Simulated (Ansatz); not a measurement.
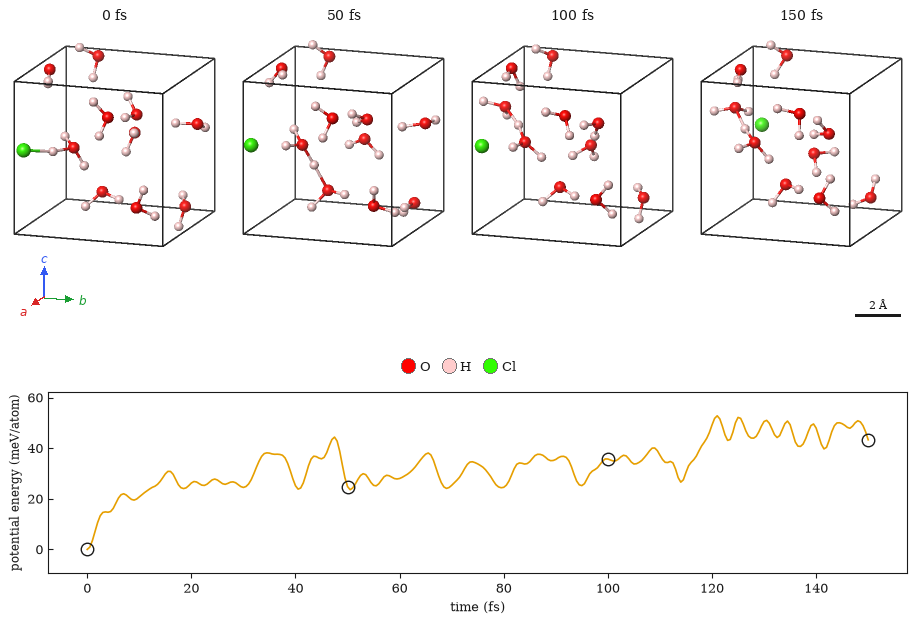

Molecular dynamics of a periodic cell with 10 H2O + 1 HCl at 1.025 g/cm³, 150 fs long. Frames and the history of the run. The picture is a ball-and-stick view of the simulation cell, seen slightly off an axis. Atoms that leave the cell re-enter on the other side.

All numbers below come from Ansatz 0.2.0, DFT PBE-D3(BJ), scalar-relativistic, plane waves, PAW. Set-up: plane-wave cutoff 420 eV; k-point mesh 1 × 1 × 1; Fermi-Dirac smearing 0.02 eV; low-accuracy preset; Langevin thermostat (NVT); set temperature 500 K; time step 0.5 fs; friction 0.02 per fs.

### What happens in this trajectory?

In the second half of the run the atoms are, in the root-mean-square, this far from where they began (common drift taken out): H 0.78 Å, O 0.47 Å, Cl 0.26 Å. The heavy atoms stay within a fraction of a molecule's size of their starting places, while the hydrogen atoms travel further, as molecules turn; so short a run doesn't tell a liquid from a solid. Bond changes: 2 H–O bonds form between 75 fs and 138 fs; one H–O bond breaks at about 124 fs. The mean temperature in the second half is 464 K (standard deviation 64 K). The potential energy is still drifting at the end, so the run hasn't reached equilibrium. The potential energy in the second half lies on average 39.1 meV per atom above the first frame.

Limits of the set-up: the program's low-accuracy preset was used; the periodic images lie only 7.1 Å apart, so the values are limited by the cell's size.

Cost: 19 min on 1 thread of Intel(R) Xeon(R) Processor @ 2.50GHz (Skylake/Cascade Lake), on a shared host, peak memory 0.42 GiB.
